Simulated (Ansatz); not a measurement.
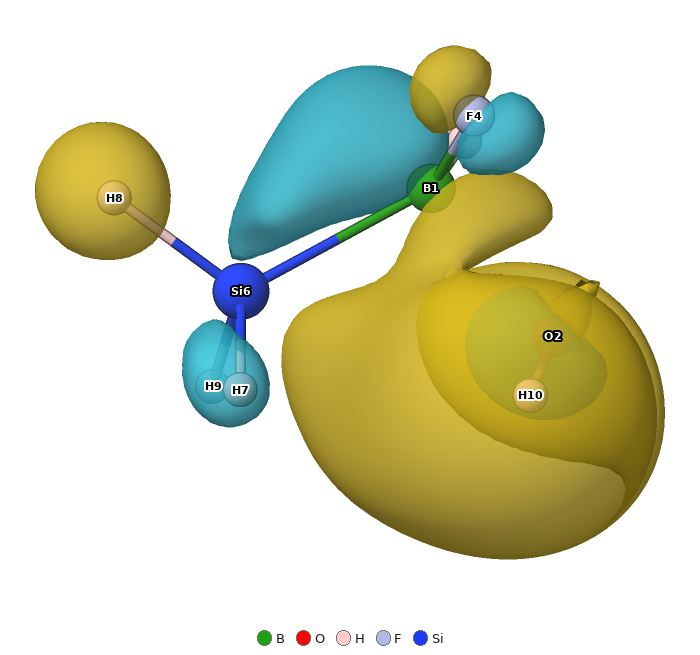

Figure 1: BFH4Si···H2O. One frontier orbital at ±0.1 Å⁻³ᐟ² (yellow and cyan are the two phases), seen across its widest extent.

Level of theory: RKS PBE-D4/6-31G* in Ansatz.

```xyz
10

B     0.0674    0.3490    0.0333
O    -0.3114   -0.3714    1.6630
H    -1.1958   -0.0335    1.9251
F     1.2803   -0.2275   -0.2319
H    -0.9023   -0.0931   -0.5539
Si    0.1113    2.3580    0.4865
H     1.0547    2.6410    1.6393
H     0.5311    3.2648   -0.6374
H    -1.2313    2.8602    0.9695
H     0.3210    0.0072    2.3143
```

**Which orbital is it: HOMO or LUMO?**

The LUMO, at −1.04 eV. Its weight (Hirshfeld) is mainly on H3 (about 20 %), O2 (about 20 %), H10 (about 20 %), Si6 (about 15 %) and B1 (about 10 %).
